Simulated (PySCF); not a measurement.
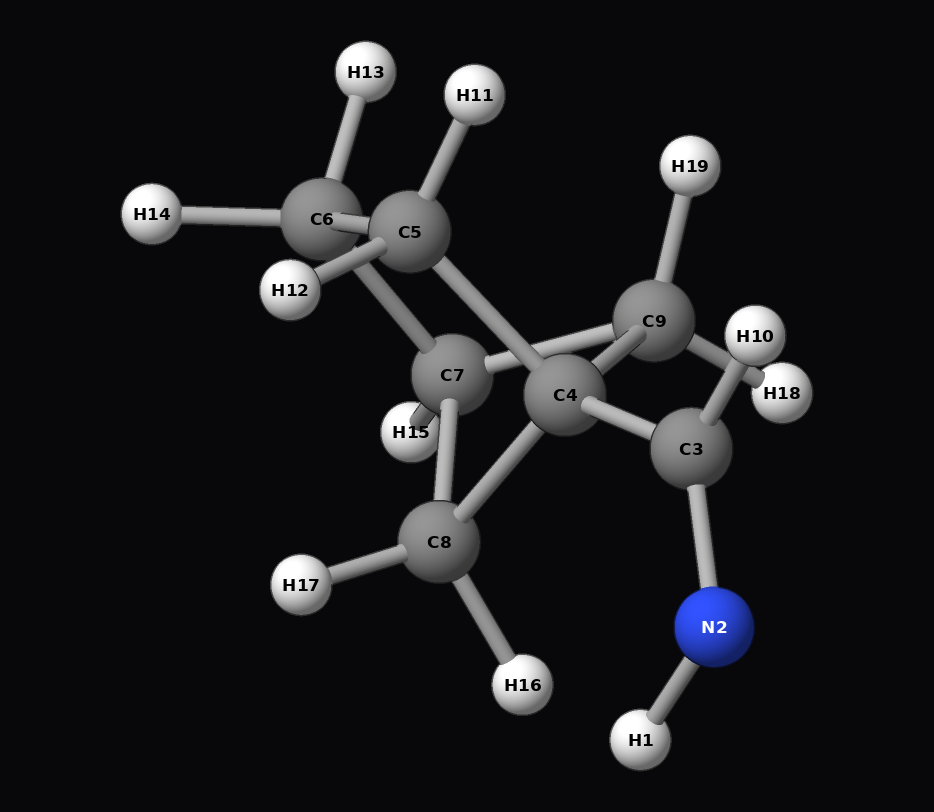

The questions are on isotropic NMR shieldings of the C atoms. Geometry: a frame of a GFN2-xTB molecular-dynamics simulation, not a minimum. Properties computed with GIAO PBE0/pcSseg-1 NMR shielding, non-relativistic, gas phase (PySCF 2.14.0).

> Which C atom is the most shielded (lowest chemical shift)?

C7 (158.0 ppm).

> Which C atom is the least shielded (highest chemical shift)?

C3 (6.1 ppm).

> How wide is the range of C shifts?

151.9 ppm.

List the isotropic NMR shieldings of the C atoms.

```tsv
atom	σ (ppm)
C3	6.1
C4	133.4
C5	149.1
C6	153.1
C7	158.0
C8	148.0
C9	146.2
```
